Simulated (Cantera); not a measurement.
Feed: 1 mol SiHCl₃, 0.24 mol CH₄, 2.3 mol H₂, 0.33 mol C₂H₂, equilibrated at 0.100 bar.

Cantera equilibrium calculation (NASA polynomials, part measured and part estimated; ideal gas, pure solids and liquids). Candidate condensed phases: C, C₆H₆, C₇H₈, C₈H₁₈, Si, SiC; 109 gas species. The tables' values for SiCl, SiCl₃ are old estimates; treat these amounts as uncertain. Gases not in the tables: Si₂H₆ and higher silanes. The numbers say what is thermodynamically allowed, not how fast it happens.

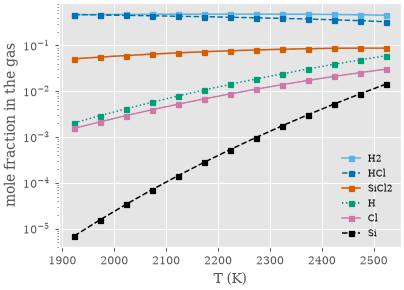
Figure: Equilibrium gas composition (values under 1e-9 drawn at 1e-9)

**Question.** Read off the mole fractions at 2123 K.

**Answer.** H₂ about 0.48, HCl about 0.43, SiCl₂ about 0.069, H about 0.0079, Cl about 0.0052, Si about 0.00014.
